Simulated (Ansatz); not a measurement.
**One shape, several levels: BF2 (SMILES F[B]F)**

We compute a comparison of 6 runs (UB2PLYP/STO-3G, UPBE/STO-3G, RPA@PBE/STO-3G, UCCSDT(Q)/STO-3G, UCCSDT/STO-3G, UCCSD/STO-3G) of BF2. 

Program for the calculation: Ansatz 0.2.0.

36 further runs of the same task are left out: 36 set aside as unsound or not needed.

## (1) Starting point

The species is BF2 (3 atoms), meant as a doublet with charge 0. SMILES: `F[B]F`. The F3–B2 distance was set to 1.959 Å, away from the relaxed value.

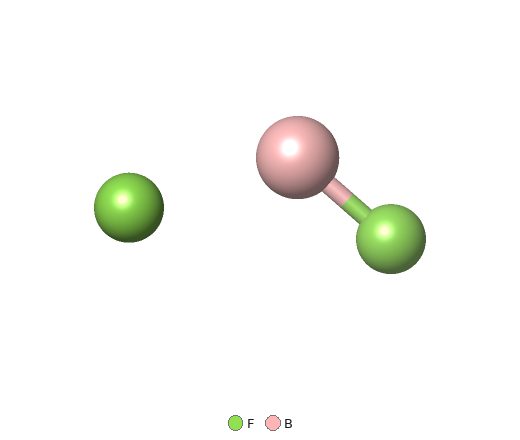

The structure, seen from a chosen angle (fluorine green, boron pink).

## (2) The energy at UB2PLYP/STO-3G (run 1)

molecule.yaml reads:

```yaml
crystal:
  periodic: [false, false, false]
  atoms:
    - symbol: F
      position_ang: [1.054078, -1.293513, 0.427964]
    - symbol: B
      position_ang: [0.819978, -0.008713, 0.449264]
    - symbol: F
      position_ang: [-0.802900, 0.738900, -0.354600]
basis:
  gaussian:
    orbitals: STO-3G
magnetization:
  spin_polarized: true
  initial_magnetization: 1
hamiltonian:
  xc: {name: B2PLYP}
correlation:
  frozen_orbitals: {B: 1, F: 1}
accuracy: high
```

Started as:

```sh
$ ansatz run molecule.yaml --threads 1 --pin off --max-ram 2610MiB --events-out events.jsonl --progress --plain --runs-dir runs
```

Output:

```text
Warning: RAYON_NUM_THREADS=1 ignored (pool sized by the plan → 1); use --threads N
Functional definition: B2PLYP
  name "B2PLYP"
  parameter a = 0.53
  parameter c = 0.27
  exchange = (1 - a)*b88_x + a*exact_x
  correlation = (1 - c)*lyp_c + c*(mp2_os + mp2_ss)
245 factors; integrals over basis functions are off by at most 3.9e-8 eV
mean field evaluation 1: about -6007.2560 eV, gradient 1.7e1 eV
mean field evaluation 2: about -6007.2758 eV, gradient 1.7e1 eV
mean field evaluation 4: about -6010.3694 eV, gradient 1.2e1 eV
mean field evaluation 8: about -6011.7434 eV, gradient 2.1e-1 eV
mean field evaluation 16: about -6011.7424 eV, gradient 7.2e-4 eV
mean field evaluation 32: about -6011.5749 eV, gradient 1.6e0 eV
mean field evaluation 64: about -6010.1410 eV, gradient 7.3e-1 eV
mean field -6011.74244973 eV, -220.9274601222 hartree, gradient 1.4e-8 eV, S^2 0.854583; 6 other end points of the search recorded, 0 dependent functions left out
3 core orbitals not correlated: weight in the atoms' cores, before any rotation towards them, 1.000 or more for the frozen orbitals, at most 0.000 for the correlated occupied ones
reference -6011.74246181 eV, -220.9274605660 hartree; 9, 8 occupied and 3, 4 virtual orbitals, 245 factors
second order -2.83382007 eV of doubles, -0.00000000 eV of singles
Total energy: -6012.50759323 eV, -220.9555786271 hartree
```

It took 1.4 s on 1 thread of Intel Xeon Platinum 8488C (Sapphire Rapids), shared host; peak memory 0.13 GiB.

## (3) The energy at UPBE/STO-3G (run 2)

in.yaml reads:

```yaml
crystal:
  periodic: [false, false, false]
  atoms:
    - {symbol: F, position_ang: [1.054078, -1.293513, 0.427964]}
    - {symbol: B, position_ang: [0.819978, -0.008713, 0.449264]}
    - {symbol: F, position_ang: [-0.802900, 0.738900, -0.354600]}
basis:
  gaussian:
    orbitals: STO-3G
magnetization:
  spin_polarized: true
  initial_magnetization: 1
hamiltonian:
  xc: {name: PBE}
accuracy: high
```

Started as:

```sh
$ ansatz run in.yaml --threads 1 --pin off --max-ram 2610MiB --events-out events.jsonl --progress --plain --runs-dir runs
```

Output:

```text
Warning: RAYON_NUM_THREADS=1 ignored (pool sized by the plan → 1); use --threads N
Functional definition: PBE
  name "PBE"
  parameter kappa = 0.804
  parameter beta = 0.06672455060314922
  exchange = pbe_x(kappa = kappa, mu = beta*pi^2/3)
  correlation = pbe_c(beta = beta)
245 factors; integrals over basis functions are off by at most 3.9e-8 eV
mean field evaluation 1: about -6011.5332 eV, gradient 1.5e1 eV
mean field evaluation 2: about -5861.8146 eV, gradient 1.2e2 eV
mean field evaluation 4: about -6013.1554 eV, gradient 7.9e0 eV
mean field evaluation 8: about -6013.5621 eV, gradient 1.5e-1 eV
mean field evaluation 16: about -6013.5624 eV, gradient 1.5e-5 eV
mean field evaluation 32: about -6010.8746 eV, gradient 1.4e-3 eV
mean field -6013.56235446 eV, -220.9943403875 hartree, gradient 8.2e-9 eV, S^2 0.759907; 4 other end points of the search recorded, 0 dependent functions left out
reference -6013.56235569 eV, -220.9943404326 hartree; 12, 11 occupied and 3, 4 virtual orbitals, 245 factors
Total energy: -6013.56235569 eV, -220.9943404326 hartree
```

It took 1.5 s on 1 thread of Intel Xeon Platinum 8488C (Sapphire Rapids), shared host; peak memory 0.12 GiB.

Runs 3 to 5 aren't shown in full; the table further down has their settings and results.

## (4) A single-point energy at UCCSD/STO-3G (run 6)

Changes to in.yaml since step 3:

```diff
@@ -9,2 +9,4 @@
     orbitals: STO-3G
+scf:
+  omitted_lower_state_checks: [cluster_reference, increment]
 magnetization:
@@ -12,4 +14,5 @@
   initial_magnetization: 1
-hamiltonian:
-  xc: {name: PBE}
 accuracy: high
+correlation:
+  method: ccsd
+  frozen_orbitals: {B: 1, F: 1}
```

Started as:

```sh
$ ansatz run in.yaml --threads 1 --pin off --max-ram 2610MiB --events-out events.jsonl --progress --plain --runs-dir runs
```

Output:

```text
Warning: RAYON_NUM_THREADS=1 ignored (pool sized by the plan → 1); use --threads N
[... 17 lines left out ...]
3 core orbitals not correlated: weight in the atoms' cores, before any rotation towards them, 1.000 or more for the frozen orbitals, at most 0.000 for the correlated occupied ones
[... 43 lines left out ...]
Total energy: -5998.49732173 eV, -220.4407106461 hartree
Checks for a lower state left out: cluster_reference, increment
```

Run time: 0.52 s. Hardware: 1 thread of Intel Xeon Platinum 8488C (Sapphire Rapids), shared host.

## (5) The series

| run | level | frozen core orbitals | energy (Eh) | ⟨S²⟩ | wall time |
| --- | --- | --- | --- | --- | --- |
| 1 | UB2PLYP/STO-3G | 3 | -220.955579 | 0.855 | 1.4 s |
| 2 | UPBE/STO-3G | – | -220.994340 | 0.760 | 1.5 s |
| 3 | RPA@PBE/STO-3G | 3 | -220.506306 | 0.760 | 1.9 s |
| 4 | UCCSDT(Q)/STO-3G | 3 | -220.449983 | 0.974 | 3 s |
| 5 | UCCSDT/STO-3G | 3 | -220.449347 | 0.974 | 1.3 s |
| 6 | UCCSD/STO-3G | 3 | -220.440711 | 0.974 | 0.52 s |

## (6) Results

| quantity | value |
| --- | --- |
| run 6: total energy | -220.44071 Eh |
| run 6: correlation energy (3 core orbitals frozen) | -88.3 mEh |
| run 6: ⟨S²⟩ of the reference determinant | 0.974 |
| run 6: T1 diagnostic | 0.039 |

Totals of different functionals can't be ranked against each other. In runs 1, 2, 3, 4, 5, 6 the basis is minimal, so the values are rough. Spin contamination of the reference: run 4 ⟨S²⟩ = 0.97, run 5 ⟨S²⟩ = 0.97, run 6 ⟨S²⟩ = 0.97, run 1 ⟨S²⟩ = 0.85. All runs together took 9.6 s, the longest 3 s.
